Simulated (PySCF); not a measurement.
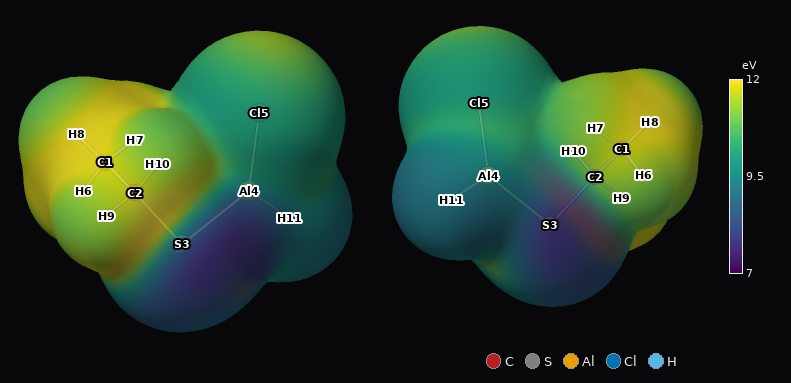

Figure 1: C2H6AlClS, SMILES `CC[S][AlH][Cl]`. Average local ionisation energy on the surface of electron density 0.001 a.u. (back view left, front view right).

Computed with PySCF, TPSSh/def2-SVPD, geometry: GFN2-xTB. No frequency check shows the geometry to be a minimum. GFN2-xTB bond lengths at metals and heavier atoms can be off by up to 0.1 Å and shapes distorted, which carries into these values.

Cartesian coordinates (Å):

```
C1       1.7751    1.4777    0.6364
C2       1.6395    0.6103   -0.5979
S3       1.1929   -1.1317   -0.1650
Al4     -0.9343   -0.8776    0.3348
Cl5     -2.0438    0.7292   -0.2048
H6       2.5139    1.0619    1.3170
H7       0.8173    1.5378    1.1605
H8       2.0831    2.4826    0.3531
H9       2.5857    0.5304   -1.1302
H10      0.8815    1.0077   -1.2755
H11     -1.5666   -2.0277    1.1127
```

### Where are the most loosely bound electrons on this surface?

The lowest value is 7.4 eV, 2.3 Å from S3. Further minima include 7.4 eV, 2.3 Å from S3; 9.0 eV, 1.5 Å from H11; 9.9 eV, 2.1 Å from Cl5. For comparison, the highest occupied orbital lies at −6.7 eV.

### What volume does the surface enclose, and what is the dipole moment?

About 150 Å³; the dipole moment is 1.4 D.
